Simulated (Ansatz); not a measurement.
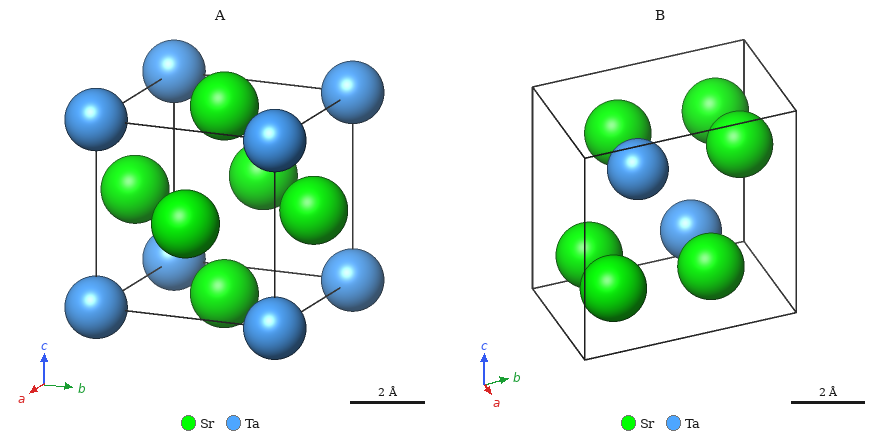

Two structures of Sr$_{3}$Ta, each relaxed to rest (conventional cells in solid outline, small ones repeated, not to one scale). Method: DFT PBE, scalar-relativistic, plane waves, PAW (Ansatz 0.2.0), without spin polarisation.

**Identify the two structures.**

A: Cu₃Au (L1₂) type, Pm-3m. B: 8 atoms a cell on a primitive hexagonal lattice, P6_3/mmc.

**Which has the lower energy, and by how much?**

B is lower, by 50 meV/atom at this level of theory (energies at zero smearing). Volumes: A 36.8, B 37.5 Å³/atom.

One or both may be structure types tried for this composition rather than known phases.
